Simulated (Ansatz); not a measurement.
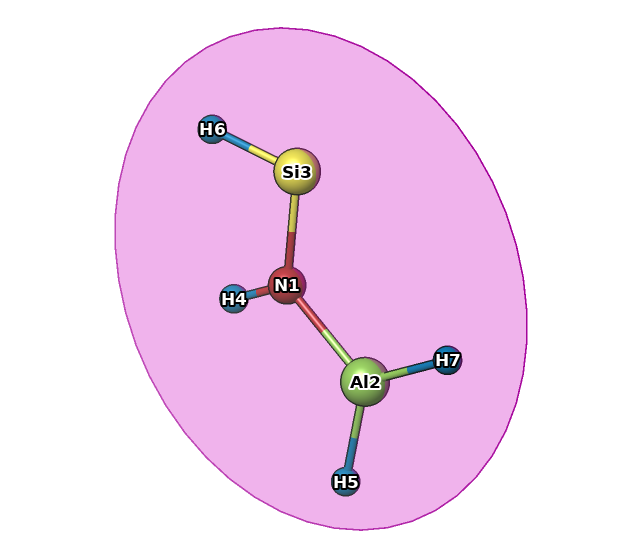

A disc through the centre of mass is drawn in. Distant atoms are faded towards the background colour. The geometry was computed by an optimisation with PBE0-D4/def2-TZVP. No frequency run is at hand to confirm it as a minimum.

Question: Is the plane of the disc a mirror plane of the structure?

Answer: Yes. The reflection leaves N1, Al2, Si3, H4, H5, H6, H7 in place. The point group is Cs.
